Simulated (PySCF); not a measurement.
# isopropyldifluoroborane (C₃H₇BF₂): NMR shifts at several levels of theory, part 2 of 2

PySCF 2.14.0. Atoms count from 0. Earlier steps stand in the parts before.

## 8. NMR shieldings: wB97X-D/pcSseg-1

The job: settings as JSON, then the geometry in Å.

```
{"job": {"kind": "nmr", "xc": "wB97X-D", "basis": "pcSseg-1", "pop": false}, "charge": 0, "multiplicity": 1}
C     -1.010537    -0.919381     0.335489
C      0.038767    -0.065746    -0.391541
C      1.411644    -0.145040     0.266770
B     -0.501265     1.396969    -0.528229
F      0.095777     2.438557     0.025417
F     -1.612680     1.656829    -1.197318
H     -0.693351    -1.973145     0.385894
H     -1.986889    -0.884500    -0.170436
H     -1.156947    -0.573974     1.372245
H      0.111070    -0.449611    -1.427691
H      1.382289     0.242826     1.297426
H      1.770789    -1.185320     0.314678
H      2.163418     0.443679    -0.280540
```

Level: GIAO wB97X-D/pcSseg-1 NMR shielding, non-relativistic, gas phase.

The program printed:

```text
coarse grid: 10856 points
cycle   1  E = -342.9519545792  dE =  6.204e-01  |g| = 6.602e-01  |ddm| = 2.888e+00
cycle   2  E = -342.9577933037  dE = -5.839e-03  |g| = 7.275e-01  |ddm| = 6.529e-01
cycle   3  E = -343.0292271501  dE = -7.143e-02  |g| = 3.807e-02  |ddm| = 3.125e-01
cycle   4  E = -343.0295460769  dE = -3.189e-04  |g| = 2.044e-02  |ddm| = 4.550e-02
cycle   5  E = -343.0296482466  dE = -1.022e-04  |g| = 3.931e-03  |ddm| = 1.874e-02
cycle   6  E = -343.0296524271  dE = -4.180e-06  |g| = 6.621e-04  |ddm| = 4.277e-03
final grid: 105648 points
cycle   7  E = -343.0730854615  dE = -1.845e-04  |g| = 4.638e-03  |ddm| = 3.629e-02
cycle   8  E = -343.0730882003  dE = -2.739e-06  |g| = 3.960e-03  |ddm| = 7.175e-03
cycle   9  E = -343.0730902711  dE = -2.071e-06  |g| = 6.980e-04  |ddm| = 2.027e-03
cycle  10  E = -343.0730903820  dE = -1.108e-07  |g| = 1.695e-04  |ddm| = 1.079e-03
cycle  11  E = -343.0730903887  dE = -6.749e-09  |g| = 5.160e-05  |ddm| = 2.222e-04
cycle  12  E = -343.0730903893  dE = -5.978e-10  |g| = 2.562e-05  |ddm| = 7.740e-05
converged SCF energy = -343.0730903893

GIAO shielding tensors (ppm)
atom      isotropic    diamagn.    paramagn.     s11        s22        s33       span
  0 C      166.534     247.165     -80.632    149.987    163.695    185.919     35.932
  1 C      171.557     251.483     -79.927    162.403    173.212    179.055     16.652
  2 C      167.064     247.000     -79.936    155.657    161.383    184.152     28.496
  3 B       72.274     194.833    -122.559     44.422     79.081     93.320     48.897
  4 F      254.803     469.377    -214.574     78.275    301.433    384.700    306.425
  5 F      255.834     469.140    -213.306     84.330    306.834    376.337    292.006
  6 H       30.263      29.860       0.404     26.127     27.982     36.681     10.554
  7 H       30.047      29.746       0.301     25.222     28.312     36.607     11.385
  8 H       30.609      30.456       0.153     26.892     28.516     36.420      9.528
  9 H       30.487      31.816      -1.329     26.346     28.886     36.228      9.882
 10 H       30.431      30.448      -0.017     27.021     28.333     35.938      8.917
 11 H       30.505      29.925       0.580     26.151     28.365     36.998     10.847
 12 H       30.192      29.638       0.553     25.759     27.798     37.019     11.260
```

Wall time 13 s (1 thread of Arm Neoverse V2, shared host); peak memory 0.72 GiB.

Key values: δ C0 17.7, C1 13.0, B3 29.3, F4 -68.2, H6 1.04, H9 0.89 ppm (means over like atoms).

## 9. NMR shieldings: LC-wPBE/pcSseg-1

Settings changed since step 8:

```diff
@@ -1,2 +1,2 @@
-{"job": {"kind": "nmr", "xc": "wB97X-D", "basis": "pcSseg-1", "pop": false}, "charge": 0, "multiplicity": 1}
+{"job": {"kind": "nmr", "xc": "LC-wPBE", "basis": "pcSseg-1", "pop": false}, "charge": 0, "multiplicity": 1}
 C     -1.010537    -0.919381     0.335489
```

Level: GIAO LC-wPBE/pcSseg-1 NMR shielding, non-relativistic, gas phase.

The program printed:

```text
coarse grid: 10856 points
cycle   1  E = -342.8371184451  dE =  7.164e-01  |g| = 6.686e-01  |ddm| = 2.863e+00
cycle   2  E = -342.8555363621  dE = -1.842e-02  |g| = 7.004e-01  |ddm| = 6.328e-01
cycle   3  E = -342.9194448971  dE = -6.391e-02  |g| = 3.956e-02  |ddm| = 2.937e-01
cycle   4  E = -342.9199233184  dE = -4.784e-04  |g| = 1.582e-02  |ddm| = 5.057e-02
cycle   5  E = -342.9199891137  dE = -6.580e-05  |g| = 4.201e-03  |ddm| = 1.793e-02
cycle   6  E = -342.9199940749  dE = -4.961e-06  |g| = 8.702e-04  |ddm| = 4.441e-03
final grid: 105648 points
cycle   7  E = -342.9780939222  dE = -6.282e-05  |g| = 8.039e-03  |ddm| = 2.294e-02
cycle   8  E = -342.9780946197  dE = -6.975e-07  |g| = 8.125e-03  |ddm| = 8.022e-03
cycle   9  E = -342.9781041429  dE = -9.523e-06  |g| = 4.742e-04  |ddm| = 3.513e-03
cycle  10  E = -342.9781041864  dE = -4.353e-08  |g| = 2.324e-04  |ddm| = 5.078e-04
cycle  11  E = -342.9781041995  dE = -1.309e-08  |g| = 2.441e-05  |ddm| = 2.238e-04
cycle  12  E = -342.9781041998  dE = -2.834e-10  |g| = 1.240e-05  |ddm| = 6.386e-05
converged SCF energy = -342.9781041998

GIAO shielding tensors (ppm)
atom      isotropic    diamagn.    paramagn.     s11        s22        s33       span
  0 C      171.646     247.108     -75.462    155.891    169.115    189.932     34.041
  1 C      176.947     251.417     -74.469    168.141    178.526    184.174     16.033
  2 C      172.161     246.885     -74.724    161.244    167.004    188.237     26.993
  3 B       70.478     195.271    -124.793     40.947     80.048     90.437     49.490
  4 F      251.174     469.059    -217.885     71.180    296.590    385.751    314.571
  5 F      252.367     468.807    -216.439     77.609    301.718    377.775    300.166
  6 H       30.236      29.833       0.404     25.881     27.912     36.916     11.034
  7 H       30.033      29.762       0.271     25.047     28.220     36.833     11.786
  8 H       30.570      30.377       0.192     26.660     28.431     36.619      9.959
  9 H       30.444      31.883      -1.439     26.139     28.723     36.469     10.330
 10 H       30.386      30.351       0.035     26.837     28.183     36.139      9.302
 11 H       30.460      29.880       0.580     25.894     28.271     37.215     11.320
 12 H       30.181      29.630       0.551     25.600     27.683     37.259     11.659
```

Wall time 17 s (1 thread of Arm Neoverse V2, shared host); peak memory 0.72 GiB.

This run: δ C0 16.7, C1 11.6, B3 30.7, F4 -45.9, H6 1.01, H9 0.88 ppm (means over like atoms).

## 10. Nuclear shieldings: PBE0/STO-3G

Settings changed since step 9:

```diff
@@ -1,2 +1,2 @@
-{"job": {"kind": "nmr", "xc": "LC-wPBE", "basis": "pcSseg-1", "pop": false}, "charge": 0, "multiplicity": 1}
+{"job": {"kind": "nmr", "xc": "PBE0", "basis": "STO-3G", "pop": true}, "charge": 0, "multiplicity": 1}
 C     -1.010537    -0.919381     0.335489
```

With the program's defaults for keys left out, this is: GIAO PBE0/STO-3G NMR shielding, non-relativistic, gas phase.

The program printed:

```text
coarse grid: 10856 points
cycle   1  E = -338.2055566392  dE =  4.922e-01  |g| = 5.000e-01  |ddm| = 4.271e+00
cycle   2  E = -338.2077633952  dE = -2.207e-03  |g| = 5.562e-01  |ddm| = 1.358e+00
cycle   3  E = -338.3012180977  dE = -9.345e-02  |g| = 3.834e-02  |ddm| = 6.632e-01
cycle   4  E = -338.3016449326  dE = -4.268e-04  |g| = 1.084e-02  |ddm| = 6.426e-02
cycle   5  E = -338.3016802253  dE = -3.529e-05  |g| = 1.189e-03  |ddm| = 1.568e-02
cycle   6  E = -338.3016805900  dE = -3.647e-07  |g| = 6.305e-04  |ddm| = 2.440e-03
final grid: 105648 points
cycle   7  E = -338.2677023404  dE = -4.953e-06  |g| = 3.349e-03  |ddm| = 1.144e-02
cycle   8  E = -338.2677029117  dE = -5.712e-07  |g| = 3.091e-03  |ddm| = 8.395e-03
cycle   9  E = -338.2677058803  dE = -2.969e-06  |g| = 2.179e-04  |ddm| = 4.071e-03
cycle  10  E = -338.2677058954  dE = -1.508e-08  |g| = 2.799e-05  |ddm| = 3.049e-04
cycle  11  E = -338.2677058956  dE = -1.789e-10  |g| = 1.655e-05  |ddm| = 5.711e-05
converged SCF energy = -338.2677058956

GIAO shielding tensors (ppm)
atom      isotropic    diamagn.    paramagn.     s11        s22        s33       span
  0 C      212.901     244.521     -31.620    202.061    207.988    228.654     26.593
  1 C      216.695     243.467     -26.772    205.441    219.959    224.685     19.245
  2 C      213.967     244.276     -30.309    204.990    208.650    228.260     23.269
  3 B      106.699     204.958     -98.259     97.103    105.117    117.879     20.776
  4 F      286.407     453.478    -167.070     96.091    202.030    561.101    465.009
  5 F      290.726     453.021    -162.295    108.611    201.012    562.557    453.947
  6 H       31.821      30.638       1.183     26.674     29.123     39.666     12.992
  7 H       31.759      30.610       1.149     26.181     29.319     39.778     13.597
  8 H       32.206      31.347       0.859     27.586     29.637     39.396     11.810
  9 H       32.039      31.577       0.462     26.984     29.186     39.946     12.962
 10 H       31.837      31.263       0.574     27.645     28.912     38.955     11.310
 11 H       31.931      30.583       1.348     26.620     29.333     39.840     13.219
 12 H       31.783      30.366       1.417     26.866     28.663     39.820     12.954
```

It took 2.7 s on 1 thread of Arm Neoverse V2, shared host; peak memory 0.43 GiB.

This run: δ C0 21.3, C1 18.0, B3 22.0, F4 15.8, H6 0.72, H9 0.57 ppm (means over like atoms).

## 11. NMR shieldings: PBE0/6-31G

Settings changed since step 10:

```diff
@@ -1,2 +1,2 @@
-{"job": {"kind": "nmr", "xc": "PBE0", "basis": "STO-3G", "pop": true}, "charge": 0, "multiplicity": 1}
+{"job": {"kind": "nmr", "xc": "PBE0", "basis": "6-31G", "pop": true}, "charge": 0, "multiplicity": 1}
 C     -1.010537    -0.919381     0.335489
```

Method: GIAO PBE0/6-31G NMR shielding, non-relativistic, gas phase.

The program printed:

```text
coarse grid: 10856 points
cycle   1  E = -342.6757662442  dE =  5.538e-01  |g| = 6.831e-01  |ddm| = 3.069e+00
cycle   2  E = -342.6219606652  dE =  5.381e-02  |g| = 9.182e-01  |ddm| = 1.171e+00
cycle   3  E = -342.7669609261  dE = -1.450e-01  |g| = 5.687e-02  |ddm| = 6.489e-01
cycle   4  E = -342.7676591935  dE = -6.983e-04  |g| = 2.017e-02  |ddm| = 7.016e-02
cycle   5  E = -342.7677575476  dE = -9.835e-05  |g| = 1.077e-03  |ddm| = 2.083e-02
cycle   6  E = -342.7677577252  dE = -1.776e-07  |g| = 8.607e-04  |ddm| = 2.015e-03
final grid: 105648 points
cycle   7  E = -342.7452811992  dE = -1.890e-05  |g| = 6.205e-03  |ddm| = 1.850e-02
cycle   8  E = -342.7452779612  dE =  3.238e-06  |g| = 7.292e-03  |ddm| = 1.276e-02
cycle   9  E = -342.7452914611  dE = -1.350e-05  |g| = 6.025e-04  |ddm| = 6.785e-03
cycle  10  E = -342.7452915169  dE = -5.587e-08  |g| = 1.268e-04  |ddm| = 4.679e-04
cycle  11  E = -342.7452915197  dE = -2.769e-09  |g| = 3.705e-05  |ddm| = 1.359e-04
cycle  12  E = -342.7452915199  dE = -2.478e-10  |g| = 1.376e-05  |ddm| = 3.893e-05
converged SCF energy = -342.7452915199

GIAO shielding tensors (ppm)
atom      isotropic    diamagn.    paramagn.     s11        s22        s33       span
  0 C      181.431     245.794     -64.363    165.165    178.934    200.193     35.028
  1 C      185.152     246.157     -61.005    175.874    187.678    191.903     16.029
  2 C      181.769     245.800     -64.031    170.500    176.779    198.028     27.528
  3 B       84.480     196.704    -112.224     55.003     93.333    105.105     50.102
  4 F      244.394     471.847    -227.453     51.225    283.703    398.254    347.029
  5 F      247.430     471.133    -223.702     61.234    290.329    390.728    329.494
  6 H       31.383      29.808       1.575     27.136     29.260     37.754     10.619
  7 H       31.201      29.729       1.472     26.165     29.524     37.915     11.750
  8 H       31.657      29.946       1.712     27.793     29.552     37.627      9.834
  9 H       31.483      30.567       0.916     27.213     29.592     37.644     10.431
 10 H       31.472      29.979       1.492     27.954     29.350     37.111      9.157
 11 H       31.687      29.928       1.759     27.297     29.694     38.071     10.773
 12 H       31.371      29.724       1.647     26.782     29.059     38.272     11.490
```

It took 5.3 s on 1 thread of Arm Neoverse V2, shared host; peak memory 0.46 GiB.

In short: δ C0 17.9, C1 14.4, B3 28.7, F4 -68.6, H6 1.15, H9 1.13 ppm (means over like atoms).

## 12. Side by side: NMR shifts

Shifts (ppm), means over like atoms, with basis size and wall time:

```csv
run,C0,C1,H6,H9,B3,F4,functions,time
PBE0/pcSseg-1,17.8,13.9,1.04,0.97,29.9,-69.5,137,10 s
mPW1PW91/pcSseg-1,17.9,13.9,1.04,0.96,29.9,-70.0,137,11 s
WP04/pcSseg-1,19.0,16.5,1.04,0.97,30.0,-84.8,137,11 s
B97-2/pcSseg-1,18.2,14.1,1.05,0.96,28.7,-75.1,137,10 s
BHandHLYP/pcSseg-1,17.7,13.0,1.06,0.86,30.9,-60.6,137,11 s
CAM-B3LYP/pcSseg-1,17.8,13.9,1.05,0.93,30.9,-59.3,137,14 s
wB97X-D/pcSseg-1,17.7,13.0,1.04,0.89,29.3,-68.2,137,13 s
LC-wPBE/pcSseg-1,16.7,11.6,1.01,0.88,30.7,-45.9,137,17 s
PBE0/STO-3G,21.3,18.0,0.72,0.57,22.0,15.8,37,2.7 s
PBE0/6-31G,17.9,14.4,1.15,1.13,28.7,-68.6,68,5.3 s
```

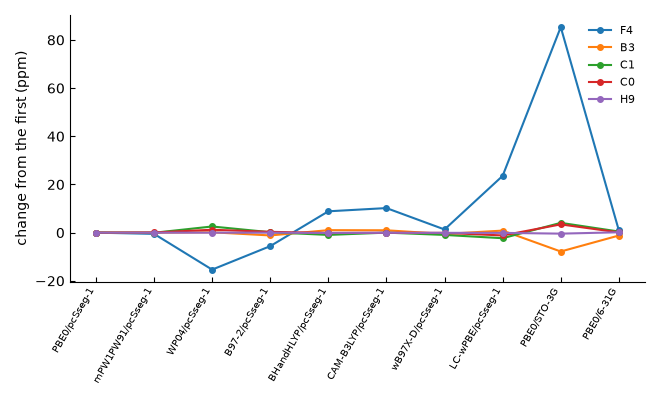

How five of the tabulated atoms move from run to run.

## 13. Results

This closing draws on all 2 parts.

```
                                                                 quantity                                             value
  ¹³C shifts against TMS (PBE0/pcSseg-1, means over atoms taken as alike)                                    17.8, 13.9 ppm
   ¹H shifts against TMS (PBE0/pcSseg-1, means over atoms taken as alike)                                    1.04, 0.97 ppm
                              ¹¹B shifts against BF3·OEt2 (PBE0/pcSseg-1)                                          29.9 ppm
¹⁹F shifts against CFCl3 (PBE0/pcSseg-1, means over atoms taken as alike)                                         -69.5 ppm
                                                 range of the shift of F4                                 -84.8 to 15.8 ppm
                                            property runs in this session  10, of which 0 failed and 1 gave unsound results
```

**Reading.** Single values in the summary come from the first run of each kind that ended normally (PBE0/pcSseg-1), which need not be the best level. At PBE0/pcSseg-1: Shielding is most anisotropic at F4, F5 (span 310 ppm, paramagnetic term -222 ppm). In ppm, F4 (with its like atoms) moves most: its shift spreads over 100.7 ppm, from -84.8 (WP04/pcSseg-1) to 15.8 (PBE0/STO-3G). A minimal basis is unusable for shieldings, so that end is no result. Most of that comes from the computed reference, not from the atom's own shielding.
